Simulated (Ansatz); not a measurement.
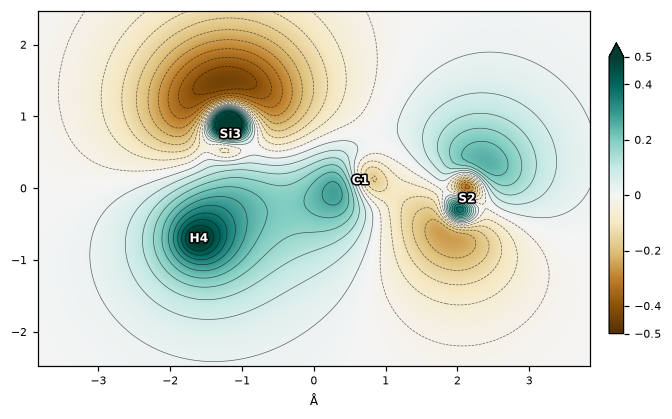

The picture shows: CHSSi (charge +1). The HOMO on the molecular plane (values in Å⁻³ᐟ²; the overall sign is arbitrary).

Geometry: PBE0-D3(BJ)/def2-SVP.

The calculation used isolated molecule in a Gaussian basis; Kohn-Sham density functional theory, functional PBE0 in Ansatz 0.2.0.

Input

```
crystal:
  periodic: [false, false, false]
  atoms:
    - {symbol: C, position_ang: [-0.903627, 0.017369, -0.150319]}
    - {symbol: S, position_ang: [-1.670057, 1.196162, -0.692150]}
    - {symbol: Si, position_ang: [-0.161626, -1.496835, 0.778499]}
    - {symbol: H, position_ang: [0.940564, -1.502518, -0.272523]}
basis:
  gaussian:
    orbitals: def2-TZVPD
total_charge: 1
hamiltonian:
  xc: {name: PBE0}
output: {forces: true, orbitals: {seedname: orbitals}}
```

Command:

```sh
ansatz run input.yaml --threads 1 --pin off --max-ram 2610MiB --events-out events.jsonl --progress --plain --runs-dir runs
```

### Describe this orbital and give its energy.

It lies mainly on Si3 (about 65 %), H4 (about 15 %), S2 (about 10 %) and C1 (about 10 %); it is symmetric in the molecular plane (an in-plane orbital: σ, lone-pair or in-plane π type). Its energy is −13.22 eV.
